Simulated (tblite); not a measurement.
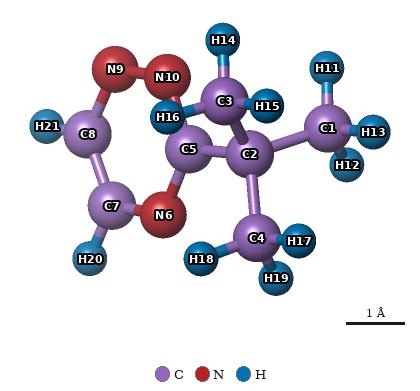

*The starting structure (ball-and-stick view, seen at a tilt; atoms are numbered from 1 in the order of the input).*

Bond lengths as drawn: C–C 1.37 to 1.55 Å, C–H 1.07 to 1.11 Å, C–N 1.35 to 1.36 Å and N–N 1.37 Å.

## C$_{7}$H$_{11}$N$_{3}$: geometry relaxation (part 1 of 2)

- system: C$_{7}$H$_{11}$N$_{3}$, SMILES CC(C)(C)c1nccnn1
- method: GFN2-xTB geometry optimisation, gas phase (tblite 0.8.0)

The program's output:
```
step      E/eV     max force
  0    -797.88755    2.800
  1    -798.09304    0.774
  2    -798.11398    0.422
  3    -798.12718    0.309
  4    -798.14977    0.448
  5    -798.16262    0.316
  6    -798.17588    0.200
  7    -798.18110    0.117
  8    -798.18333    0.106
  9    -798.18444    0.106
 10    -798.18572    0.108
 11    -798.18713    0.109
 12    -798.18885    0.103
 13    -798.19061    0.090
 14    -798.19206    0.090
 15    -798.19301    0.058
 16    -798.19363    0.046
 17    -798.19404    0.041
 18    -798.19427    0.030
 19    -798.19440    0.020
 20    -798.19449    0.025
 21    -798.19457    0.024
 22    -798.19463    0.016
 23    -798.19468    0.016
 24    -798.19472    0.016
 25    -798.19477    0.019
 26    -798.19484    0.020
 27    -798.19494    0.023
 28    -798.19507    0.032
 29    -798.19525    0.036
 30    -798.19548    0.041
 31    -798.19573    0.042
 32    -798.19590    0.026
 33    -798.19598    0.014
 34    -798.19601    0.012
 35    -798.19604    0.014
 36    -798.19607    0.013
 37    -798.19608    0.009
```

Trajectory as extended XYZ (Å, eV, eV/Å), 23 of the 38 frames kept, from step=0 to step=37:
```
21
Properties=species:S:1:pos:R:3:forces:R:3 step=0 energy=-797.88755
C    -1.5419    0.1505   -1.2824   -0.6810  -0.0360  -0.4570
C    -0.8983    0.0259    0.0927    0.1510  -0.1540   0.7420
C    -1.4584   -1.2119    0.8340   -0.4400  -0.1200   0.0200
C    -1.2359    1.2806    0.9263    0.1860  -0.1050   0.4580
C     0.6102   -0.1421   -0.0759    0.7230  -0.5580  -0.6580
N     1.4206    0.8921    0.2176    1.0130  -0.9100  -0.3810
C     2.7389    0.6879   -0.0042   -1.4950   1.2290   0.7280
C     3.2339   -0.4876   -0.5030   -1.1990  -1.6930  -0.5350
N     2.3973   -1.5000   -0.8063   -2.2090   1.5190   0.8080
N     1.0565   -1.3149   -0.5909    2.2510   0.7840   0.1510
H    -1.3735   -0.7354   -1.9020    0.0780   0.1030   0.2280
H    -1.1599    1.0152   -1.8263    0.0430  -0.0300   0.1090
H    -2.6408    0.2812   -1.1840    0.6650  -0.0860   0.0480
H    -1.3170   -2.1299    0.2515    0.1020   0.3320   0.1170
H    -2.5482   -1.0909    1.0026    0.6250   0.0190  -0.1430
H    -0.9902   -1.3499    1.8183   -0.0480   0.1350  -0.3780
H    -2.3166    1.3714    1.0825    0.2360  -0.1660  -0.1740
H    -0.7722    1.2260    1.9273   -0.1140  -0.0300  -0.5030
H    -0.8907    2.1942    0.4506    0.0930  -0.0950  -0.0800
H     3.4009    1.5119    0.2528   -0.2030  -0.0240  -0.0410
H     4.2762   -0.6573   -0.6816    0.2230  -0.1130  -0.0600
21
Properties=species:S:1:pos:R:3:forces:R:3 step=2 energy=-798.11398
C    -1.5517    0.1500   -1.2887    0.1660  -0.0210   0.1290
C    -0.8932    0.0213    0.1056    0.1290  -0.0950  -0.0220
C    -1.4649   -1.2139    0.8343    0.0970   0.0430  -0.0540
C    -1.2312    1.2784    0.9335    0.1280  -0.0910  -0.0760
C     0.6238   -0.1535   -0.0902   -0.1620   0.3060   0.0180
N     1.4300    0.8772    0.2126    0.0070  -0.0610  -0.0070
C     2.7220    0.6990    0.0044   -0.0980   0.0330   0.0810
C     3.2108   -0.5049   -0.5077   -0.0180   0.1180   0.0270
N     2.3601   -1.4757   -0.7933   -0.1290   0.0880   0.0530
N     1.0863   -1.2963   -0.5849   -0.2350  -0.0990   0.0020
H    -1.3714   -0.7339   -1.8968    0.0670  -0.0280   0.1040
H    -1.1590    1.0143   -1.8234    0.0270  -0.0130   0.0770
H    -2.6280    0.2794   -1.1824    0.0840  -0.0230   0.0740
H    -1.3141   -2.1221    0.2538    0.0980   0.1090  -0.0170
H    -2.5356   -1.0899    0.9993    0.0970   0.0630  -0.0680
H    -0.9915   -1.3467    1.8090    0.0080   0.0610  -0.1370
H    -2.3105    1.3667    1.0779    0.1420  -0.1520  -0.1240
H    -0.7733    1.2251    1.9179    0.0840  -0.0280  -0.0230
H    -0.8882    2.1905    0.4490    0.0910  -0.1330  -0.0450
H     3.3956    1.5131    0.2525   -0.1800   0.0460   0.0100
H     4.2752   -0.6612   -0.6828   -0.4030  -0.1240   0.0000
21
Properties=species:S:1:pos:R:3:forces:R:3 step=3 energy=-798.12718
C    -1.5490    0.1497   -1.2865    0.1410  -0.0380   0.1040
C    -0.8898    0.0186    0.1064    0.0390   0.0390  -0.0440
C    -1.4634   -1.2133    0.8333    0.1040   0.0610  -0.0860
C    -1.2281    1.2765    0.9326    0.1040  -0.1160  -0.0760
C     0.6226   -0.1497   -0.0921   -0.1900   0.1990   0.0630
N     1.4283    0.8751    0.2125    0.0560   0.0730   0.0210
C     2.7217    0.6973    0.0052   -0.1690   0.2200   0.1360
C     3.2077   -0.5005   -0.5062   -0.0890  -0.1040  -0.0460
N     2.3549   -1.4727   -0.7915   -0.1180   0.0770   0.0550
N     1.0818   -1.2947   -0.5832   -0.1390  -0.1530  -0.0530
H    -1.3698   -0.7344   -1.8941    0.0720  -0.0360   0.0870
H    -1.1584    1.0139   -1.8215    0.0440   0.0010   0.0680
H    -2.6251    0.2787   -1.1807    0.0690  -0.0230   0.0820
H    -1.3118   -2.1189    0.2537    0.1010   0.0290  -0.0590
H    -2.5323   -1.0885    0.9975    0.0370   0.0700  -0.0650
H    -0.9916   -1.3450    1.8049    0.0560   0.0400  -0.0270
H    -2.3069    1.3630    1.0748    0.1110  -0.1410  -0.1120
H    -0.7717    1.2244    1.9165    0.1000  -0.0300   0.0130
H    -0.8861    2.1872    0.4480    0.1080  -0.0940  -0.0660
H     3.3913    1.5145    0.2528   -0.1640   0.0450   0.0220
H     4.2665   -0.6643   -0.6829   -0.2720  -0.1200  -0.0160
21
Properties=species:S:1:pos:R:3:forces:R:3 step=5 energy=-798.16262
C    -1.5353    0.1466   -1.2764   -0.0410   0.0030  -0.0950
C    -0.8791    0.0160    0.1070   -0.1250   0.1850  -0.0510
C    -1.4536   -1.2082    0.8253    0.0420  -0.0080  -0.0230
C    -1.2123    1.2651    0.9272    0.0080   0.0570   0.0410
C     0.6130   -0.1367   -0.0965    0.0070  -0.1130   0.1340
N     1.4209    0.8775    0.2155   -0.0940   0.2570   0.0710
C     2.7126    0.7023    0.0140   -0.1990   0.2400   0.0510
C     3.1857   -0.4919   -0.5028   -0.1870  -0.2440  -0.0550
N     2.3299   -1.4617   -0.7835   -0.0370  -0.1520  -0.0390
N     1.0593   -1.2916   -0.5792   -0.0270  -0.0220  -0.0700
H    -1.3595   -0.7385   -1.8803    0.0940  -0.0610   0.0220
H    -1.1530    1.0128   -1.8112    0.0890   0.0220   0.0170
H    -2.6104    0.2749   -1.1698    0.0070  -0.0250   0.0800
H    -1.2976   -2.1089    0.2484    0.0920  -0.1230  -0.1390
H    -2.5196   -1.0796    0.9874   -0.0580   0.0510  -0.0630
H    -0.9868   -1.3377    1.7930    0.1370  -0.0070   0.1700
H    -2.2894    1.3428    1.0584   -0.0180  -0.0590  -0.0340
H    -0.7600    1.2201    1.9123    0.1060  -0.0410   0.0440
H    -0.8719    2.1717    0.4399    0.1280   0.0070  -0.0870
H     3.3696    1.5244    0.2564   -0.0100   0.1220   0.0800
H     4.2285   -0.6824   -0.6856    0.0860  -0.0890  -0.0520
21
Properties=species:S:1:pos:R:3:forces:R:3 step=7 energy=-798.18110
C    -1.5286    0.1454   -1.2755   -0.0470   0.0170  -0.0750
C    -0.8775    0.0212    0.1053   -0.0300  -0.0240   0.0370
C    -1.4452   -1.2067    0.8203   -0.0050  -0.0760   0.0530
C    -1.2019    1.2628    0.9266   -0.0330   0.1040   0.0420
C     0.6078   -0.1331   -0.0921    0.0150  -0.0310   0.0700
N     1.4090    0.8911    0.2210   -0.1140   0.0170   0.0160
C     2.6973    0.7131    0.0197    0.0060  -0.0290  -0.0830
C     3.1633   -0.4939   -0.5011   -0.0480  -0.0250   0.0360
N     2.3117   -1.4646   -0.7815    0.0000  -0.0550  -0.0420
N     1.0411   -1.2890   -0.5792    0.0190   0.0610   0.0020
H    -1.3471   -0.7446   -1.8703    0.0690  -0.0230  -0.0150
H    -1.1442    1.0133   -1.8042    0.0620   0.0200  -0.0480
H    -2.6013    0.2710   -1.1585   -0.0570  -0.0150   0.0020
H    -1.2831   -2.1077    0.2379    0.0490  -0.0090  -0.0330
H    -2.5135   -1.0715    0.9769    0.0110  -0.0340  -0.0400
H    -0.9766   -1.3331    1.7928    0.0480  -0.0130   0.0280
H    -2.2793    1.3271    1.0463   -0.0590   0.0640   0.0490
H    -0.7465    1.2149    1.9115    0.0510  -0.0170  -0.0010
H    -0.8552    2.1619    0.4300    0.0790   0.0530  -0.0260
H     3.3550    1.5379    0.2633   -0.0190   0.0080   0.0290
H     4.2059   -0.6989   -0.6898    0.0020   0.0060  -0.0010
21
Properties=species:S:1:pos:R:3:forces:R:3 step=8 energy=-798.18333
C    -1.5293    0.1458   -1.2775   -0.0060   0.0060  -0.0090
C    -0.8787    0.0218    0.1057   -0.0140  -0.0360   0.0410
C    -1.4444   -1.2084    0.8211    0.0040  -0.0420   0.0300
C    -1.2019    1.2654    0.9276   -0.0180   0.0430   0.0050
C     0.6074   -0.1335   -0.0893   -0.0260   0.0000   0.0240
N     1.4056    0.8937    0.2221   -0.0070  -0.0350  -0.0040
C     2.6949    0.7145    0.0185   -0.0120  -0.0540  -0.0590
C     3.1604   -0.4957   -0.5005    0.0070   0.0340   0.0380
N     2.3105   -1.4670   -0.7826   -0.0260   0.0080  -0.0190
N     1.0401   -1.2880   -0.5797    0.0050   0.0340   0.0130
H    -1.3442   -0.7459   -1.8699    0.0500   0.0020  -0.0110
H    -1.1418    1.0139   -1.8048    0.0340  -0.0020  -0.0410
H    -2.6021    0.2703   -1.1573   -0.0360  -0.0130  -0.0260
H    -1.2806   -2.1085    0.2357    0.0410   0.0190   0.0000
H    -2.5132   -1.0715    0.9750    0.0220  -0.0560  -0.0240
H    -0.9742   -1.3332    1.7943    0.0180  -0.0170  -0.0120
H    -2.2802    1.3273    1.0465   -0.0300   0.0860   0.0550
H    -0.7438    1.2139    1.9117    0.0290   0.0000  -0.0180
H    -0.8516    2.1626    0.4283    0.0500   0.0340   0.0010
H     3.3536    1.5396    0.2648   -0.0430  -0.0340   0.0010
H     4.2046   -0.7002   -0.6903   -0.0440   0.0210   0.0150
21
Properties=species:S:1:pos:R:3:forces:R:3 step=10 energy=-798.18572
C    -1.5301    0.1462   -1.2794    0.0300  -0.0110   0.0430
C    -0.8812    0.0213    0.1080   -0.0160   0.0210   0.0000
C    -1.4434   -1.2117    0.8230    0.0170   0.0240  -0.0190
C    -1.2030    1.2696    0.9285    0.0070  -0.0230  -0.0200
C     0.6055   -0.1339   -0.0853   -0.0410   0.0180  -0.0200
N     1.4026    0.8940    0.2226    0.0370  -0.0290  -0.0090
C     2.6919    0.7139    0.0149   -0.0260  -0.0070   0.0260
C     3.1582   -0.4969   -0.4986    0.0100   0.0130  -0.0120
N     2.3084   -1.4680   -0.7844   -0.0310   0.0500   0.0100
N     1.0393   -1.2861   -0.5797   -0.0410  -0.0270   0.0030
H    -1.3389   -0.7465   -1.8702    0.0190   0.0290   0.0060
H    -1.1379    1.0140   -1.8075   -0.0090  -0.0390   0.0020
H    -2.6046    0.2688   -1.1583    0.0270  -0.0120  -0.0550
H    -1.2759   -2.1085    0.2338    0.0400   0.0110   0.0130
H    -2.5121   -1.0752    0.9723    0.0020  -0.0710   0.0070
H    -0.9709   -1.3345    1.7954   -0.0040  -0.0230  -0.0150
H    -2.2823    1.3332    1.0502    0.0330   0.0940   0.0420
H    -0.7401    1.2134    1.9108    0.0010   0.0210  -0.0250
H    -0.8459    2.1650    0.4273    0.0060  -0.0160   0.0290
H     3.3498    1.5386    0.2659   -0.0400  -0.0380  -0.0240
H     4.2017   -0.6999   -0.6897   -0.0210   0.0160   0.0190
21
Properties=species:S:1:pos:R:3:forces:R:3 step=12 energy=-798.18885
C    -1.5284    0.1458   -1.2789    0.0210  -0.0180   0.0130
C    -0.8854    0.0222    0.1114   -0.0140   0.0600  -0.0380
C    -1.4402   -1.2145    0.8239    0.0040   0.0430  -0.0400
C    -1.2029    1.2738    0.9287    0.0240  -0.0260   0.0040
C     0.5997   -0.1329   -0.0818   -0.0170  -0.0090  -0.0470
N     1.3982    0.8927    0.2232   -0.0040   0.0320   0.0040
C     2.6860    0.7122    0.0122   -0.0340   0.0310   0.0920
C     3.1529   -0.4970   -0.4966   -0.0260  -0.0220  -0.0570
N     2.3012   -1.4653   -0.7859   -0.0330  -0.0160   0.0100
N     1.0330   -1.2843   -0.5789   -0.0430  -0.0420  -0.0150
H    -1.3287   -0.7456   -1.8691   -0.0060   0.0100   0.0180
H    -1.1326    1.0108   -1.8106   -0.0340  -0.0320   0.0430
H    -2.6047    0.2654   -1.1636    0.0620  -0.0090  -0.0650
H    -1.2645   -2.1069    0.2315    0.0390  -0.0100   0.0030
H    -2.5095   -1.0861    0.9681   -0.0280  -0.0700   0.0370
H    -0.9661   -1.3379    1.7950   -0.0180  -0.0140   0.0020
H    -2.2815    1.3483    1.0580    0.0670   0.0720   0.0140
H    -0.7335    1.2140    1.9073   -0.0110   0.0270   0.0080
H    -0.8359    2.1661    0.4274   -0.0280  -0.0370   0.0240
H     3.3400    1.5356    0.2660    0.0300   0.0330  -0.0170
H     4.1941   -0.6996   -0.6878    0.0480  -0.0040   0.0060
21
Properties=species:S:1:pos:R:3:forces:R:3 step=13 energy=-798.19061
C    -1.5267    0.1452   -1.2782    0.0030  -0.0140  -0.0200
C    -0.8881    0.0238    0.1128   -0.0100   0.0390  -0.0330
C    -1.4380   -1.2152    0.8236   -0.0120   0.0200  -0.0270
C    -1.2021    1.2758    0.9289    0.0270  -0.0050   0.0240
C     0.5957   -0.1323   -0.0809    0.0060  -0.0130  -0.0440
N     1.3950    0.8924    0.2237   -0.0400   0.0440   0.0100
C     2.6818    0.7114    0.0127   -0.0100   0.0280   0.0850
C     3.1488   -0.4971   -0.4965   -0.0420  -0.0280  -0.0550
N     2.2957   -1.4639   -0.7865   -0.0140  -0.0510   0.0020
N     1.0277   -1.2840   -0.5786   -0.0250  -0.0230  -0.0190
H    -1.3225   -0.7448   -1.8679   -0.0100  -0.0210   0.0150
H    -1.1302    1.0081   -1.8113   -0.0290   0.0010   0.0450
H    -2.6032    0.2629   -1.1686    0.0430  -0.0060  -0.0580
H    -1.2563   -2.1059    0.2302    0.0350  -0.0100  -0.0040
H    -2.5083   -1.0946    0.9664   -0.0300  -0.0600   0.0420
H    -0.9636   -1.3402    1.7944   -0.0240   0.0010   0.0020
H    -2.2791    1.3595    1.0630    0.0570   0.0470  -0.0010
H    -0.7296    1.2150    1.9052   -0.0060   0.0210   0.0380
H    -0.8303    2.1658    0.4281   -0.0290  -0.0210   0.0050
H     3.3345    1.5346    0.2656    0.0600   0.0630  -0.0060
H     4.1901   -0.6996   -0.6864    0.0510  -0.0100  -0.0010
21
Properties=species:S:1:pos:R:3:forces:R:3 step=15 energy=-798.19301
C    -1.5244    0.1437   -1.2784   -0.0130  -0.0030  -0.0390
C    -0.8923    0.0269    0.1134   -0.0030  -0.0240   0.0060
C    -1.4362   -1.2160    0.8222   -0.0250  -0.0280   0.0070
C    -1.1999    1.2786    0.9304    0.0240   0.0190   0.0300
C     0.5905   -0.1317   -0.0819    0.0160   0.0000  -0.0150
N     1.3894    0.8933    0.2245   -0.0140   0.0100   0.0060
C     2.6763    0.7110    0.0167    0.0220  -0.0020   0.0060
C     3.1421   -0.4979   -0.4986   -0.0200   0.0060   0.0040
N     2.2884   -1.4645   -0.7874    0.0100  -0.0340  -0.0050
N     1.0200   -1.2845   -0.5792    0.0170   0.0170  -0.0120
H    -1.3146   -0.7453   -1.8659   -0.0020  -0.0550   0.0030
H    -1.1282    1.0051   -1.8106   -0.0010   0.0530   0.0150
H    -2.6002    0.2595   -1.1786   -0.0250  -0.0040  -0.0330
H    -1.2437   -2.1047    0.2285    0.0190   0.0040  -0.0100
H    -2.5083   -1.1095    0.9664   -0.0130  -0.0330   0.0240
H    -0.9620   -1.3431    1.7935   -0.0250   0.0270  -0.0050
H    -2.2738    1.3773    1.0702    0.0100  -0.0010  -0.0140
H    -0.7248    1.2175    1.9048    0.0080   0.0050   0.0570
H    -0.8243    2.1652    0.4291   -0.0020   0.0200  -0.0240
H     3.3303    1.5358    0.2646    0.0420   0.0300   0.0040
H     4.1865   -0.6997   -0.6843   -0.0240  -0.0080  -0.0040
21
Properties=species:S:1:pos:R:3:forces:R:3 step=17 energy=-798.19404
C    -1.5244    0.1429   -1.2806   -0.0060   0.0030  -0.0020
C    -0.8942    0.0272    0.1136   -0.0020  -0.0130   0.0100
C    -1.4371   -1.2174    0.8218   -0.0070  -0.0130   0.0050
C    -1.1977    1.2804    0.9326    0.0110   0.0040   0.0020
C     0.5895   -0.1315   -0.0833    0.0020   0.0110   0.0100
N     1.3877    0.8942    0.2251    0.0220  -0.0180   0.0000
C     2.6754    0.7112    0.0190    0.0140   0.0020  -0.0310
C     3.1394   -0.4982   -0.4996    0.0110   0.0120   0.0290
N     2.2869   -1.4665   -0.7880    0.0110   0.0270   0.0040
N     1.0184   -1.2844   -0.5804    0.0080   0.0120  -0.0080
H    -1.3125   -0.7485   -1.8651    0.0010  -0.0150   0.0050
H    -1.1281    1.0070   -1.8093    0.0010   0.0230   0.0030
H    -2.6005    0.2580   -1.1848   -0.0290  -0.0070  -0.0210
H    -1.2384   -2.1044    0.2275    0.0060   0.0020  -0.0050
H    -2.5096   -1.1174    0.9684   -0.0060  -0.0190   0.0000
H    -0.9632   -1.3426    1.7932   -0.0130   0.0230   0.0050
H    -2.2710    1.3841    1.0721   -0.0010  -0.0180  -0.0090
H    -0.7231    1.2190    1.9082    0.0030   0.0040   0.0160
H    -0.8229    2.1661    0.4285    0.0150   0.0090  -0.0080
H     3.3318    1.5376    0.2641   -0.0030  -0.0250  -0.0010
H     4.1847   -0.6998   -0.6837   -0.0400  -0.0050  -0.0050
21
Properties=species:S:1:pos:R:3:forces:R:3 step=18 energy=-798.19427
C    -1.5246    0.1428   -1.2813   -0.0040   0.0040   0.0100
C    -0.8947    0.0269    0.1139   -0.0020   0.0030   0.0030
C    -1.4375   -1.2181    0.8219    0.0010   0.0010   0.0000
C    -1.1969    1.2810    0.9333    0.0040  -0.0030  -0.0050
C     0.5893   -0.1312   -0.0834   -0.0030   0.0060   0.0120
N     1.3876    0.8941    0.2253    0.0190  -0.0110   0.0010
C     2.6755    0.7114    0.0188    0.0020   0.0070  -0.0240
C     3.1387   -0.4981   -0.4991    0.0140   0.0060   0.0210
N     2.2866   -1.4664   -0.7880    0.0040   0.0290   0.0050
N     1.0183   -1.2840   -0.5810    0.0000   0.0070  -0.0080
H    -1.3118   -0.7498   -1.8647    0.0000   0.0080   0.0080
H    -1.1280    1.0081   -1.8088   -0.0050   0.0010   0.0050
H    -2.6013    0.2575   -1.1869   -0.0140  -0.0080  -0.0180
H    -1.2368   -2.1043    0.2270    0.0030  -0.0010  -0.0010
H    -2.5101   -1.1198    0.9688   -0.0060  -0.0160  -0.0070
H    -0.9638   -1.3419    1.7933   -0.0090   0.0160   0.0100
H    -2.2703    1.3852    1.0723    0.0030  -0.0180  -0.0060
H    -0.7225    1.2195    1.9095   -0.0010   0.0050  -0.0030
H    -0.8221    2.1665    0.4281    0.0150  -0.0030   0.0030
H     3.3321    1.5376    0.2641   -0.0050  -0.0250  -0.0020
H     4.1831   -0.7000   -0.6837   -0.0150  -0.0070  -0.0060
21
Properties=species:S:1:pos:R:3:forces:R:3 step=20 energy=-798.19449
C    -1.5249    0.1428   -1.2814   -0.0040   0.0030   0.0110
C    -0.8953    0.0270    0.1144   -0.0020   0.0090  -0.0010
C    -1.4376   -1.2186    0.8219    0.0020   0.0080   0.0000
C    -1.1959    1.2814    0.9337   -0.0030  -0.0040  -0.0040
C     0.5889   -0.1308   -0.0829   -0.0030  -0.0010   0.0040
N     1.3879    0.8938    0.2257   -0.0050   0.0070   0.0040
C     2.6754    0.7119    0.0177   -0.0050   0.0050   0.0020
C     3.1383   -0.4977   -0.4978    0.0050  -0.0060  -0.0020
N     2.2861   -1.4652   -0.7878   -0.0040   0.0010  -0.0010
N     1.0177   -1.2831   -0.5818   -0.0050   0.0050  -0.0070
H    -1.3109   -0.7504   -1.8638    0.0010   0.0190   0.0070
H    -1.1280    1.0089   -1.8081   -0.0090  -0.0110   0.0060
H    -2.6023    0.2564   -1.1896    0.0010  -0.0070  -0.0090
H    -1.2347   -2.1041    0.2265    0.0030   0.0000   0.0070
H    -2.5106   -1.1229    0.9686   -0.0030  -0.0100  -0.0120
H    -0.9646   -1.3405    1.7938   -0.0070   0.0080   0.0100
H    -2.2694    1.3856    1.0722    0.0020  -0.0110  -0.0040
H    -0.7218    1.2201    1.9103   -0.0040   0.0040  -0.0110
H    -0.8202    2.1666    0.4278    0.0090  -0.0090   0.0080
H     3.3320    1.5367    0.2640    0.0080   0.0000  -0.0010
H     4.1811   -0.7009   -0.6840    0.0220  -0.0100  -0.0050
```
